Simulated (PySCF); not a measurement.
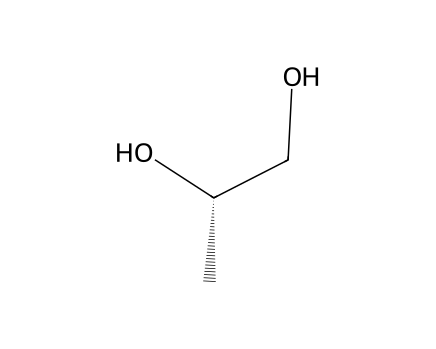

Question: Transcribe the drawing into SMILES.

Answer: C[C@H](O)CO

Question: What is the molecular formula?

Answer: C3H8O2.

Question: An optimisation with PBE0-D3(BJ)/def2-TZVP gave a structure of which point group?

Answer: C1.

The parts below concern this one geometry. Atoms keep their numbers from picture to picture. Computed geometry: PBE0-D3(BJ)/def2-TZVP optimisation. No frequency run is at hand to confirm it as a minimum.

### Polarisability

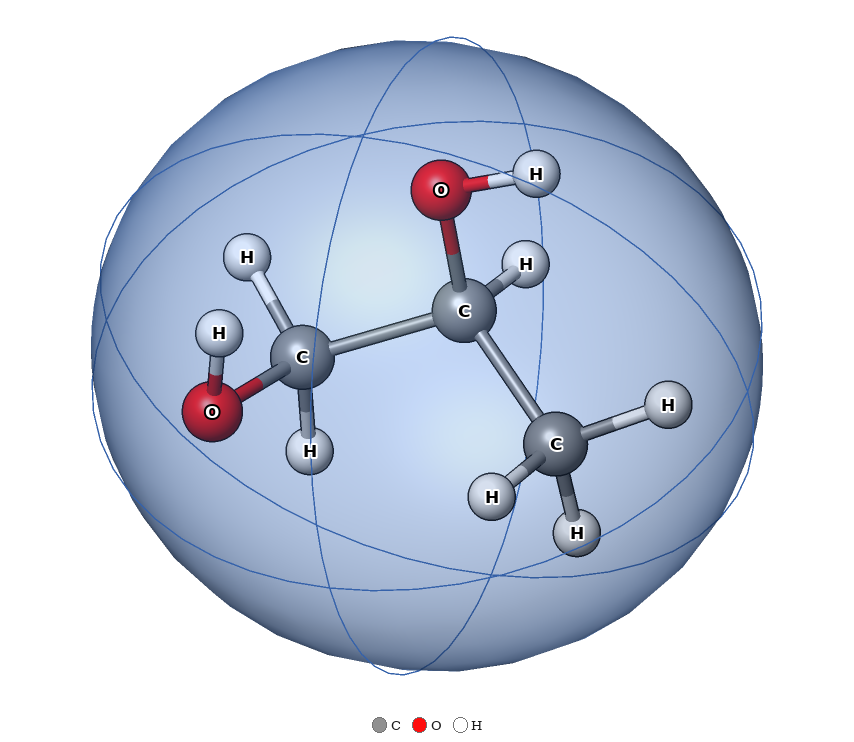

The ellipsoid shows the static dipole polarisability: its half-axes are proportional to the principal values. No frequency run is at hand to confirm it as a minimum. Computed with PBE0/aug-cc-pVTZ (PySCF 2.14.0).

Question: Give the principal values, the mean and the anisotropy.

Answer: Principal values 47.4, 49.2, 51.8 bohr³; mean 49.5 bohr³ (7.34 Å³); anisotropy 3.8 bohr³, so the longest axis is 1.09 times the shortest.

### Quadrupole coupling

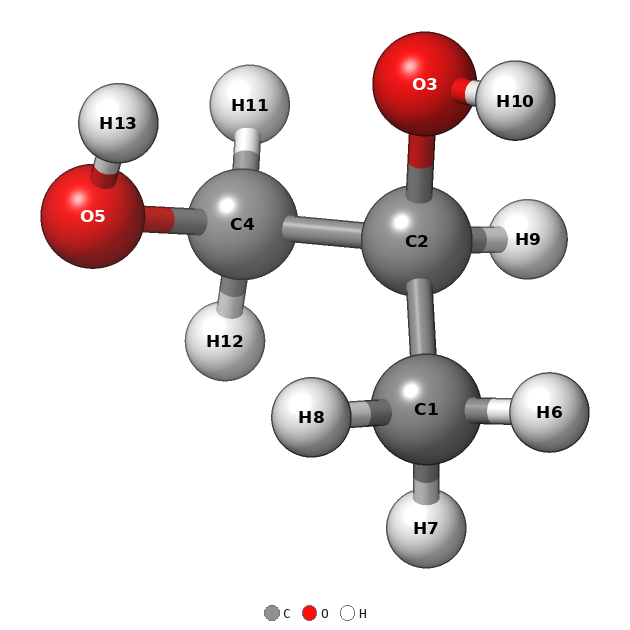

No frequency run is at hand to confirm it as a minimum. Electric field gradients from the ground-state density, PBE0/pcSseg-2 (PySCF 2.14.0), non-relativistic apart from any core potentials.

Give the largest field-gradient component, the quadrupole coupling constant and the asymmetry for 17O at O3 (Q = −25.6 mb), 17O at O5 (Q = −25.6 mb).

| atom | V_zz (a.u.) | e²qQ/h (MHz) | η |
| --- | --- | --- | --- |
| O3 | −1.835 | 11.04 | 0.91 |
| O5 | −1.850 | 11.13 | 0.88 |

### Excitation

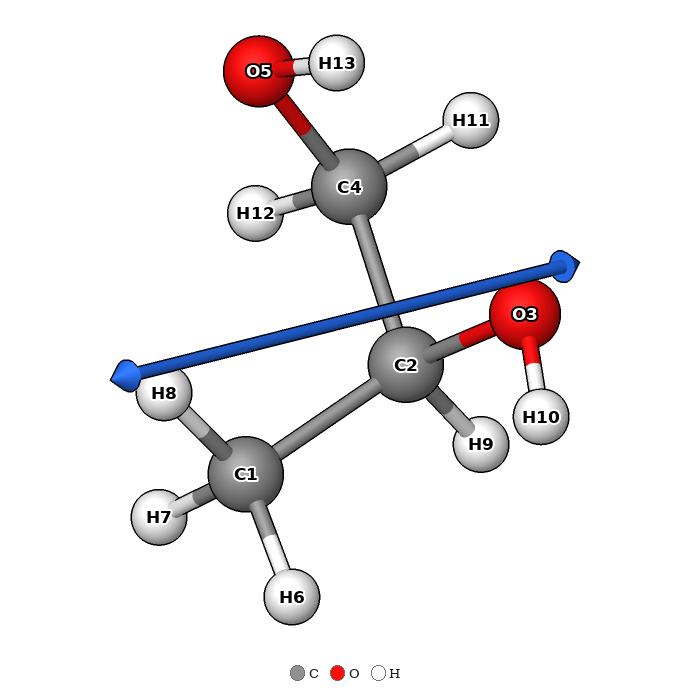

The double arrow shows the direction of the transition dipole to excited singlet state 3 (its length means nothing). No frequency run is at hand to confirm it as a minimum. Level of theory: TDDFT ωB97X-D/aug-cc-pVTZ, vertical, gas phase, core orbitals frozen in the response (PySCF 2.14.0).

Question: Where does the transition lie, and how strong is it?

Answer: 7.56 eV (164 nm), oscillator strength 0.029, mainly HOMO → LUMO+1 (weight 0.62); transition dipole 1.00 D.
